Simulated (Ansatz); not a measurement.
**SiNS (doublet): correlated methods under varied settings at a displaced geometry (v2)**

Aim: run SiNS (doublet) at one geometry under a spread of methods and options, and see what each costs and gives.

Computed with Ansatz 0.2.0, Gaussian basis. Level: the settings change from run to run.

28 further runs of the same task are left out: 17 that didn't finish, 11 set aside as unsound or not needed.

### 1 The geometry

The geometry is a PBE0/def2-TZVP stationary point (not a proven minimum) with its atoms shifted at random (size 0.100 Å).

3 atoms, charge 0, spin multiplicity 2.

Atoms are counted from 1 here; the program's logs count them from 0.

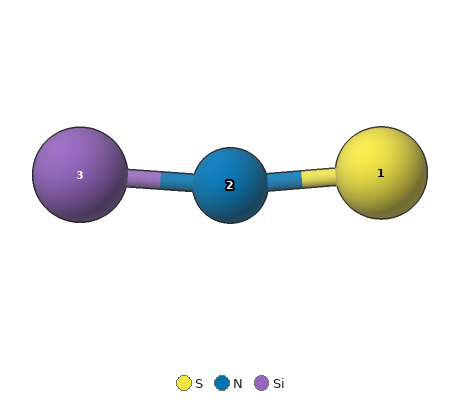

The geometry (sulfur yellow, nitrogen blue, silicon purple); atoms are numbered from 1 in the order of the file.

### 2 CISD/cc-pVDZ

File in.yaml:

```yaml
crystal:
  periodic: [false, false, false]
  atoms:
    - {symbol: S, position_ang: [0.084376, 0.005225, -1.585502]}
    - {symbol: N, position_ang: [-0.080498, 0.013599, 0.000791]}
    - {symbol: Si, position_ang: [-0.003878, -0.018825, 1.584711]}
basis:
  gaussian: {orbitals: cc-pVDZ}
magnetization: {spin_polarized: false, initial_magnetization: 1}
correlation: {active_space: {ras: {orbitals: [7, 1, 31], electrons: 15, max_holes: 2, max_particles: 2}, fixed_orbitals: true}}
accuracy: high
```

Started as:

```
$ ansatz run in.yaml --threads 1 --pin off --events-out ev --progress --plain --max-ram 2393MiB
```

The program printed:

```text
Functional definition: HF
  name "HF"
  cite "Fock, Z. Phys. 61, 126 (1930) doi:10.1007/BF01340294"
  parent pbe
  exchange = exact_x
  correlation = 0
1013 factors; integrals over basis functions are off by at most 3.7e-9 eV
mean field evaluation 1: about -20157.8940 eV, gradient 2.3e1 eV
mean field evaluation 2: about -20157.9055 eV, gradient 2.3e1 eV
mean field evaluation 4: about -20159.5356 eV, gradient 3.7e0 eV
mean field evaluation 8: about -20159.6386 eV, gradient 3.0e-1 eV
mean field evaluation 16: about -20159.6402 eV, gradient 2.5e-8 eV
mean field evaluation 32: about -20159.6314 eV, gradient 3.2e-1 eV
mean field evaluation 64: about -20159.6401 eV, gradient 2.2e-2 eV
mean field evaluation 96: about -20159.6314 eV, gradient 1.3e-6 eV
mean field -20159.64022629 eV, -740.8531136211 hartree, gradient 2.5e-8 eV, S^2 0.750000; 6 other end points of the search recorded, 0 dependent functions left out
reference -20159.64022629 eV, -740.8531136211 hartree; 19, 18 occupied and 31, 32 virtual orbitals, 1013 factors
state -20168.83233022 eV, -741.1909172100 hartree
Total energy: -20168.83233022 eV, -741.1909172100 hartree
```

Wall time 27 s (1 thread of AMD EPYC, shared host).

From the report: 62,427 determinants.

### 3 CISDT/STO-3G

File in.yaml:

```yaml
crystal:
  periodic: [false, false, false]
  atoms:
    - {symbol: S, position_ang: [0.084376, 0.005225, -1.585502]}
    - {symbol: N, position_ang: [-0.080498, 0.013599, 0.000791]}
    - {symbol: Si, position_ang: [-0.003878, -0.018825, 1.584711]}
basis:
  gaussian: {orbitals: STO-3G}
magnetization: {spin_polarized: false, initial_magnetization: 1}
correlation: {active_space: {ras: {orbitals: [7, 1, 4], electrons: 15, max_holes: 3, max_particles: 3}, fixed_orbitals: true}}
output: {forces: true}
```

The command is unchanged.

The program printed (excerpt; [...] marks lines left out):

```text
Functional definition: HF
  name "HF"
  cite "Fock, Z. Phys. 61, 126 (1930) doi:10.1007/BF01340294"
  parent pbe
[...]
256 factors; integrals over basis functions are off by at most 2.0e-5 eV
[...]
mean field -19930.82772288 eV, -732.4444092156 hartree, gradient 9.5e-6 eV, S^2 0.750000; 6 other end points of the search recorded, 0 dependent functions left out
reference -19930.82772288 eV, -732.4444092156 hartree; 19, 18 occupied and 4, 5 virtual orbitals, 256 factors
state -19935.08609758 eV, -732.6009015992 hartree
[...]
Total energy: -19935.08609758 eV, -732.6009015992 hartree
Atom 0 at     0.084376     0.005225    -1.585502 Å, force     0.140584     0.010287    -2.770327 eV/Å
Atom 1 at    -0.080498     0.013599     0.000791 Å, force     0.057268    -0.056513     3.809666 eV/Å
Atom 2 at    -0.003878    -0.018825     1.584711 Å, force    -0.197852     0.046225    -1.039338 eV/Å
Dipole moment:     0.020598    -0.004752     0.103257 e Å
```

It took 6 s on 1 thread of AMD EPYC, shared host.

From the report: 9,908 determinants.

### 4 NEVPT4(SD)(5,4)/6-31G

File in.yaml:

```yaml
crystal:
  periodic: [false, false, false]
  atoms:
    - {symbol: S, position_ang: [0.084376, 0.005225, -1.585502]}
    - {symbol: N, position_ang: [-0.080498, 0.013599, 0.000791]}
    - {symbol: Si, position_ang: [-0.003878, -0.018825, 1.584711]}
basis:
  gaussian: {orbitals: 6-31G}
magnetization: {spin_polarized: false, initial_magnetization: 1}
correlation: {method: fic_nevpt4_sd, electrons: outside_noble_gas, active_space: {window: {electrons: 5, orbitals: 4}}}
accuracy: high
```

Launched as before.

The program printed:

```text
Functional definition: HF
  name "HF"
  cite "Fock, Z. Phys. 61, 126 (1930) doi:10.1007/BF01340294"
  parent pbe
  exchange = exact_x
  correlation = 0
754 factors; integrals over basis functions are off by at most 3.8e-9 eV
mean field evaluation 1: about -20154.8432 eV, gradient 2.1e1 eV
mean field evaluation 2: about -20154.8520 eV, gradient 2.1e1 eV
mean field evaluation 4: about -20156.3643 eV, gradient 3.2e0 eV
mean field evaluation 8: about -20156.4590 eV, gradient 2.3e-1 eV
mean field evaluation 16: about -20156.4452 eV, gradient 1.1e0 eV
mean field evaluation 32: about -20156.4537 eV, gradient 6.7e-2 eV
mean field evaluation 64: about -20156.4587 eV, gradient 3.8e-2 eV
mean field -20156.45994478 eV, -740.7362404313 hartree, gradient 4.3e-8 eV, S^2 0.750000; 6 other end points of the search recorded, 0 dependent functions left out
reference -20156.45994478 eV, -740.7362404313 hartree; 19, 18 occupied and 16, 17 virtual orbitals, 754 factors
state -20157.22849520 eV, -740.7644841383 hartree
state -20157.22849520 eV, -740.7644841383 hartree; corrected -20162.51133035 eV, -740.9586247494 hartree
Total energy: -20162.51133035 eV, -740.9586247494 hartree
```

Run time: 16 s. Hardware: 1 thread of AMD EPYC, shared host.

From the report: 12 determinants; active occupations 1.99, 1.91, 1.00, 0.10.

### 5 BCCD on UHF/cc-pVDZ

File in.yaml:

```yaml
crystal:
  periodic: [false, false, false]
  atoms:
    - {symbol: S, position_ang: [0.084376, 0.005225, -1.585502]}
    - {symbol: N, position_ang: [-0.080498, 0.013599, 0.000791]}
    - {symbol: Si, position_ang: [-0.003878, -0.018825, 1.584711]}
basis:
  gaussian: {orbitals: cc-pVDZ}
magnetization: {spin_polarized: true, initial_magnetization: 1}
correlation: {method: bccd, electrons: outside_noble_gas}
scf: {lower_state_search: off}
```

Launched as before.

The program printed (excerpt; [...] marks lines left out):

```text
Functional definition: HF
  name "HF"
  cite "Fock, Z. Phys. 61, 126 (1930) doi:10.1007/BF01340294"
  parent pbe
[...]
515 factors; integrals over basis functions are off by at most 1.2e-3 eV
[...]
mean field -20159.77605475 eV, -740.8581052250 hartree, gradient 3.1e-6 eV, S^2 0.813946; 0 other end points of the search recorded, 0 dependent functions left out
11 core orbitals not correlated: weight in the atoms' cores, before any rotation towards them, 1.000 or more for the frozen orbitals, at most 0.000 for the correlated occupied ones
reference -20159.77605475 eV, -740.8581052250 hartree; 8, 7 occupied and 31, 32 virtual orbitals, 515 factors
second order -9.62921723 eV of doubles, -0.00000000 eV of singles
cycle   1  -9.73211476 eV  change   -1.0e-1 eV  update   1.3e-1
[...]
cycle  15  -10.28156064 eV  change   -3.5e-6 eV  update   1.6e-5
Total energy: -20170.05761539 eV, -741.2359456095 hartree
Checks for a lower state left out: stability, starts, cluster_reference, orbital_swaps, neighbouring_geometries, increment
```

Wall time 7.5 s (1 thread of AMD EPYC, shared host).

From the report: ⟨S²⟩ of the determinant 0.814 (pure doublet: 0.75); correlation -10.2816 eV; largest double amplitude 0.08.

### 6 MP2 on UHF/def2-SVP

Changes to in.yaml since step 5:

```diff
@@ -7,5 +7,5 @@
 basis:
-  gaussian: {orbitals: cc-pVDZ}
+  gaussian: {orbitals: def2-SVP, fitting: {mean_field: def2-universal-jkfit}}
 magnetization: {spin_polarized: true, initial_magnetization: 1}
-correlation: {method: bccd, electrons: outside_noble_gas}
-scf: {lower_state_search: off}
+correlation: {method: mp2, electrons: valence}
+accuracy: high
```

Same command.

The program printed (excerpt; [...] marks lines left out):

```text
Functional definition: HF
  name "HF"
  cite "Fock, Z. Phys. 61, 126 (1930) doi:10.1007/BF01340294"
  parent pbe
[...]
333 factors; integrals over basis functions are off by at most 7.2e-2 eV
[...]
mean field -20152.58327238 eV, -740.5937753485 hartree, gradient 8.8e-9 eV, S^2 0.789640; 15 other end points of the search recorded, 0 dependent functions left out
11 core orbitals not correlated: weight in the atoms' cores, before any rotation towards them, 1.000 or more for the frozen orbitals, at most 0.000 for the correlated occupied ones
reference -20152.58327238 eV, -740.5937753485 hartree; 8, 7 occupied and 31, 32 virtual orbitals, 333 factors
second order -9.50243070 eV of doubles, -0.00000000 eV of singles
Total energy: -20162.08570309 eV, -740.9429832359 hartree
```

Run time: 37 s. Hardware: 1 thread of AMD EPYC, shared host.

From the report: ⟨S²⟩ of the determinant 0.790 (pure doublet: 0.75).

### 7 BCCD(T) on ROHF/def2-SVP

File in.yaml:

```yaml
crystal:
  periodic: [false, false, false]
  atoms:
    - {symbol: S, position_ang: [0.084376, 0.005225, -1.585502]}
    - {symbol: N, position_ang: [-0.080498, 0.013599, 0.000791]}
    - {symbol: Si, position_ang: [-0.003878, -0.018825, 1.584711]}
basis:
  gaussian: {orbitals: def2-SVP}
magnetization: {spin_polarized: false, initial_magnetization: 1}
correlation: {method: bccd_t, electrons: outside_noble_gas}
accuracy: high
```

Same command.

The program printed (excerpt; [...] marks lines left out):

```text
Functional definition: HF
  name "HF"
  cite "Fock, Z. Phys. 61, 126 (1930) doi:10.1007/BF01340294"
  parent pbe
[...]
881 factors; integrals over basis functions are off by at most 3.7e-9 eV
[...]
mean field -20152.45660620 eV, -740.5891204522 hartree, gradient 1.8e-8 eV, S^2 0.750000; 7 other end points of the search recorded, 0 dependent functions left out
[...]
determinant -20152.45660620 eV, -740.5891204522 hartree, with singles and doubles -20162.77290083 eV, -740.9682372872 hartree
determinant -20152.44809589 eV, -740.5888077042 hartree, with singles and doubles -20162.76473817 eV, -740.9679373148 hartree
determinant -20152.45660620 eV, -740.5891204522 hartree, with singles and doubles -20162.77394265 eV, -740.9682755733 hartree
determinant -20152.44809589 eV, -740.5888077042 hartree, with singles and doubles -20162.76576920 eV, -740.9679752047 hartree
11 core orbitals not correlated: weight in the atoms' cores, before any rotation towards them, 1.000 or more for the frozen orbitals, at most 0.000 for the correlated occupied ones
reference -20152.45660620 eV, -740.5891204522 hartree; 8, 7 occupied and 31, 32 virtual orbitals, 881 factors
second order -9.61028011 eV of doubles, -0.07394325 eV of singles
cycle   1  -10.25117987 eV  change    6.6e-2 eV  update   3.0e-2
[...]
cycle  28  -10.27323641 eV  change   1.9e-12 eV  update   1.3e-9
perturbative correction -0.52445779 eV, -0.0192734684 hartree
Total energy: -20163.25430040 eV, -740.9859283951 hartree
```

It took 72 s on 1 thread of AMD EPYC, shared host.

From the report: correlation -10.7977 eV; largest double amplitude 0.08.

### 8 The runs in one table

| level | correlated | functions | energy (eV) | time |
| --- | --- | --- | --- | --- |
| CISD/cc-pVDZ | outside noble gas | 50 | -20168.8323 | 27 s |
| CISDT/STO-3G | outside noble gas | 23 | -19935.0861 | 6 s |
| NEVPT4(SD)(5,4)/6-31G | outside noble gas | 35 | -20162.5113 | 16 s |
| BCCD on UHF/cc-pVDZ | outside noble gas | 50 | -20170.0576 | 7.5 s |
| MP2 on UHF/def2-SVP | valence | 50 | -20162.0857 | 37 s |
| BCCD(T) on ROHF/def2-SVP | outside noble gas | 50 | -20163.2543 | 72 s |

### 9 Summary of results

| quantity | value |
| --- | --- |
| runs | 6 |
| quickest | CISDT/STO-3G, 6 s |
| slowest | BCCD(T) on ROHF/def2-SVP, 72 s |

**Reading.** Total energies in different bases, with other cores or another treatment of relativity can't be set against each other. BCCD(T) on ROHF/def2-SVP took 12 times as long as CISDT/STO-3G; the jobs differ in more than the method.
